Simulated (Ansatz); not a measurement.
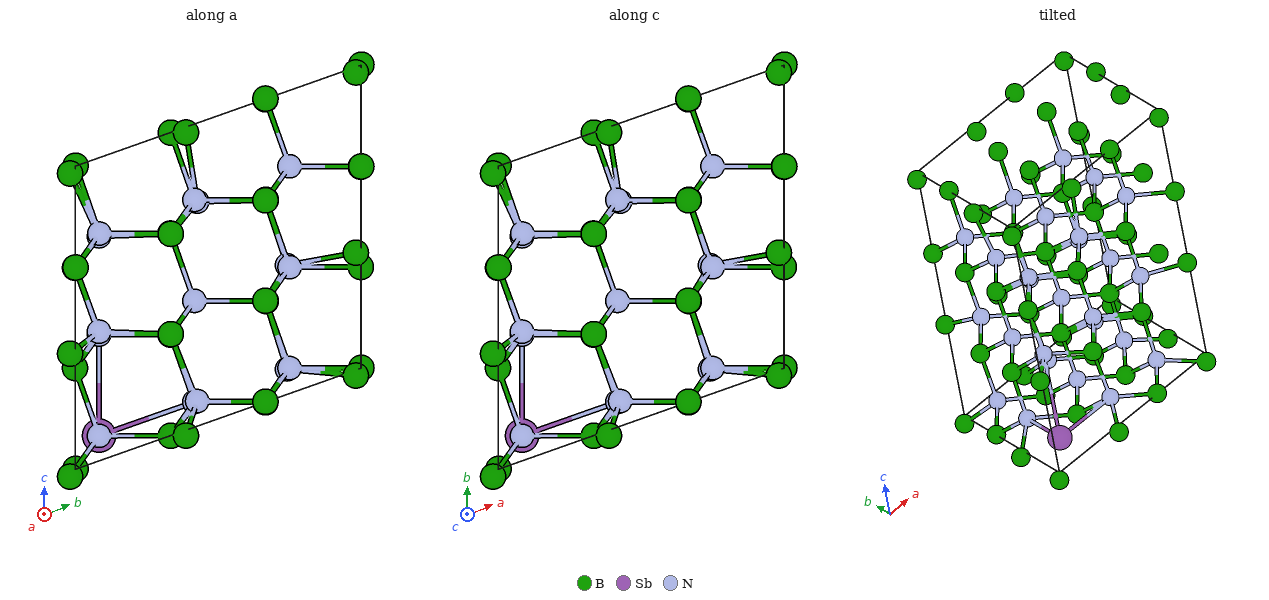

Ball-and-stick drawing of the structure, looking along the a axis, along the c axis and slightly off an axis. The wireframe shows the simulation cell.

Notes on the structure:

It has the composition B$_{27}$SbN$_{26}$. Space group F-43m (No. 216), lattice face-centred cubic. The cell comprises 1 formula unit: 27 B, 1 Sb, 26 N. The bonds build a three-dimensional framework.

The structure comes from a structure listed in the Materials Project, repeated into a supercell with a point defect put in. The atoms were relaxed in a fixed cell with Ansatz, DFT, PBE, plane-wave PAW, scalar-relativistic.

At this level of theory the cell isn't at rest (compressed, at 24 GPa), so its distances can differ from those at equilibrium, the more so the softer the solid.
